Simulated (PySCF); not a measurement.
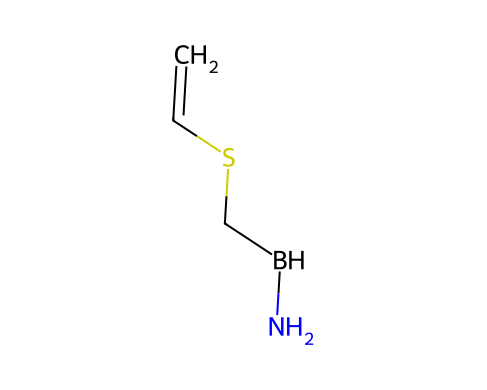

Skeletal drawing of a molecule.

**Transcribe the drawing into SMILES.**

C=CSCBN

**Give the formula, hydrogens included.**

C3H8BNS.

More results for the same structure follow; atom numbers are the same in all pictures, views and colours differ. The geometry was computed by an optimisation with PBE0-D3(BJ)/def2-SVP. No frequency run is at hand to confirm it as a minimum.

**Shape**

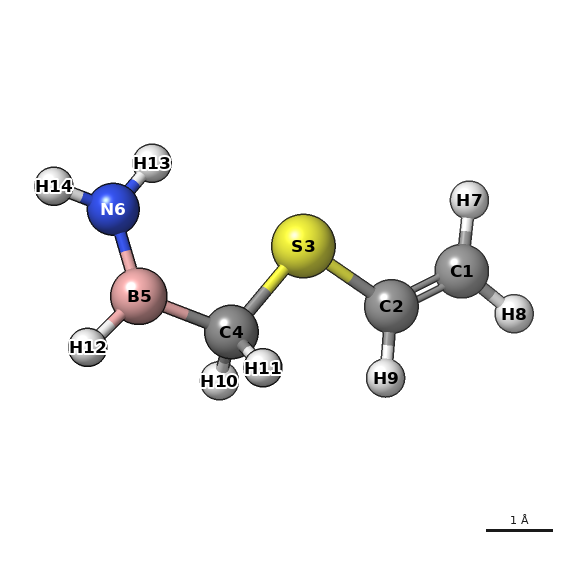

No frequency run is at hand to confirm it as a minimum.

What are the angles C1–C2–S3, C2–C1–H7, C2–C1–H8, C2–S3–C4, S3–C2–H9, S3–C4–B5, S3–C4–H11, C4–B5–N6, C4–B5–H12, B5–N6–H13, B5–N6–H14, N6–B5–H12?

```json
{"angle": "C1–C2–S3", "degrees": "124.7"}
{"angle": "C2–C1–H7", "degrees": "122.3"}
{"angle": "C2–C1–H8", "degrees": "120.1"}
{"angle": "C2–S3–C4", "degrees": "102.1"}
{"angle": "S3–C2–H9", "degrees": "114.6"}
{"angle": "S3–C4–B5", "degrees": "113.1"}
{"angle": "S3–C4–H11", "degrees": "110.3"}
{"angle": "C4–B5–N6", "degrees": "122.8"}
{"angle": "C4–B5–H12", "degrees": "118.6"}
{"angle": "B5–N6–H13", "degrees": "122.9"}
{"angle": "B5–N6–H14", "degrees": "123.0"}
{"angle": "N6–B5–H12", "degrees": "118.6"}
```

**Excitation**

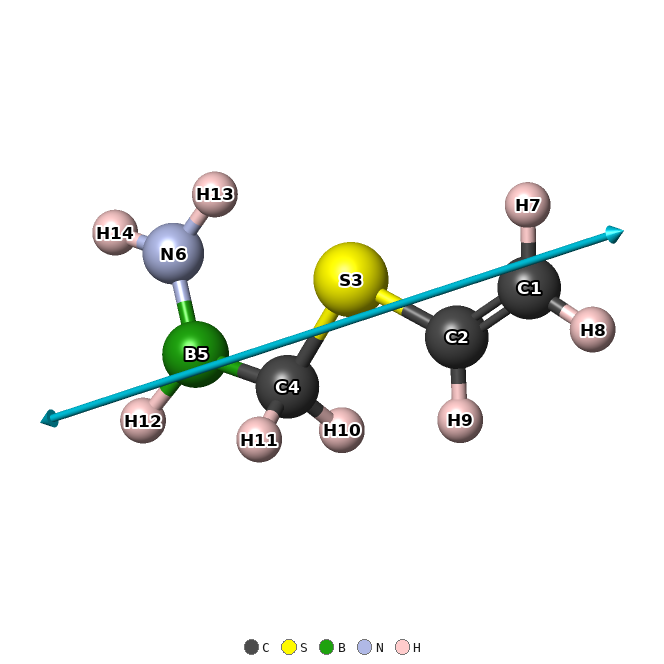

The double arrow shows the direction of the transition dipole to excited singlet state 9 (its length means nothing). No frequency run is at hand to confirm it as a minimum. Properties computed with TDDFT HF/def2-SVPD, vertical, gas phase, core orbitals frozen in the response (PySCF 2.14.0).

**How is the transition polarised?**

Close to the long direction C1···N6.

**Give its energy, strength and character.**

8.38 eV (148 nm), oscillator strength 0.072, mainly HOMO → LUMO+7 (weight 0.60); transition dipole 1.50 D.

**Polarisability**

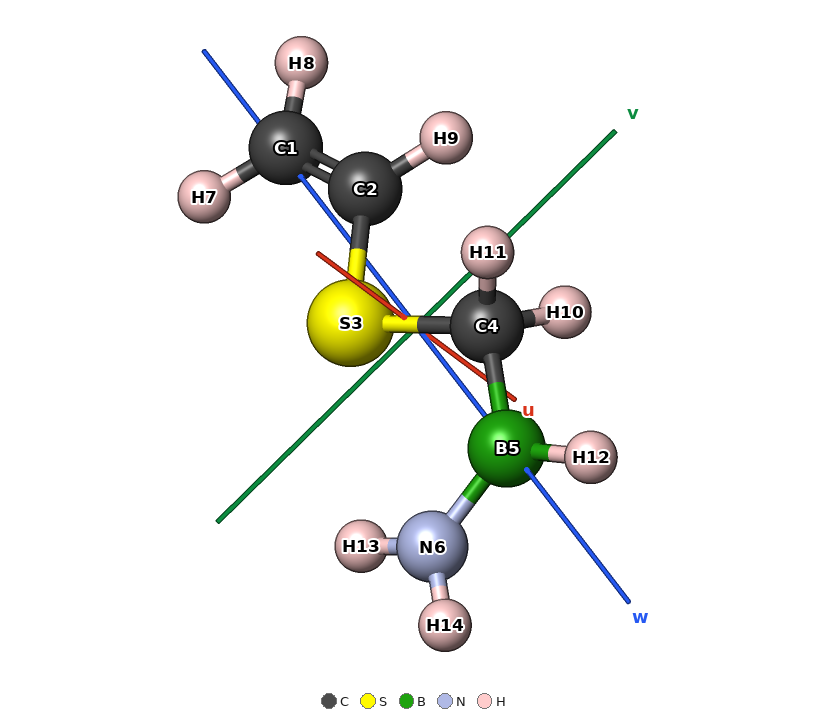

The lines u, v and w are the principal axes of the static dipole polarisability. No frequency run is at hand to confirm it as a minimum. Method: HF/def2-SVPD (PySCF 2.14.0).

**Along which axis is the molecule most polarisable, and along which least?**

Most along w (close to the long direction C1···N6), least along u.

**Give the three principal values.**

u 56.0, v 72.0, w 111.9 bohr³; mean 80.0, anisotropy 49.9 bohr³.

**Quadrupole coupling**

No frequency run is at hand to confirm it as a minimum. Electric field gradients from the ground-state density, PBE0/6-311+G(2d,p) (PySCF 2.14.0), non-relativistic apart from any core potentials.

Give the largest field-gradient component, the quadrupole coupling constant and the asymmetry for 33S at S3 (Q = −67.81 mb), 11B at B5 (Q = 40.59 mb), 14N at N6 (Q = 20.44 mb).

```json
{"atom": "S3", "V_zz (a.u.)": "−2.553", "e²qQ/h (MHz)": "40.7", "η": "0.77"}
{"atom": "B5", "V_zz (a.u.)": "0.409", "e²qQ/h (MHz)": "3.90", "η": "0.05"}
{"atom": "N6", "V_zz (a.u.)": "−0.519", "e²qQ/h (MHz)": "−2.49", "η": "0.77"}
```
